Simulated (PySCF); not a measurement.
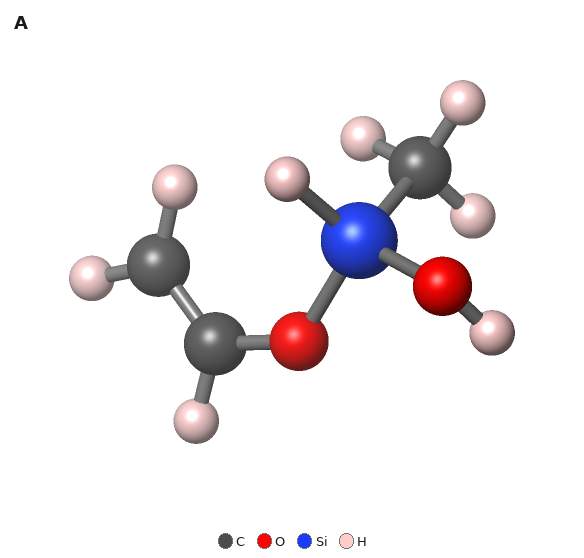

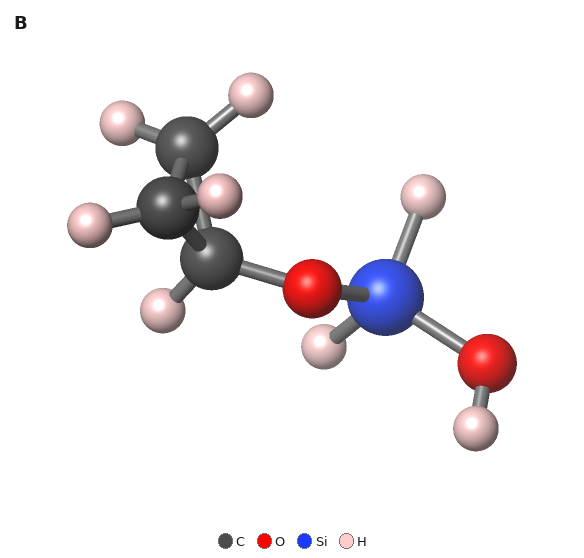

2 stationary structures of one formula. Geometries: PBE0-D3(BJ)/def2-SVP. Electronic energies: PBE0-D3(BJ)/def2-SVP (PySCF 2.14.0), without zero-point energy. No frequency run is at hand to confirm each as a minimum. Each is one conformer, not always the lowest.

**Which structure is the most stable?**

A is lowest; B lies 0.721 eV above it. A is `C=CO[Si@H](C)O`, B is `O[SiH2]OC1CC1`.
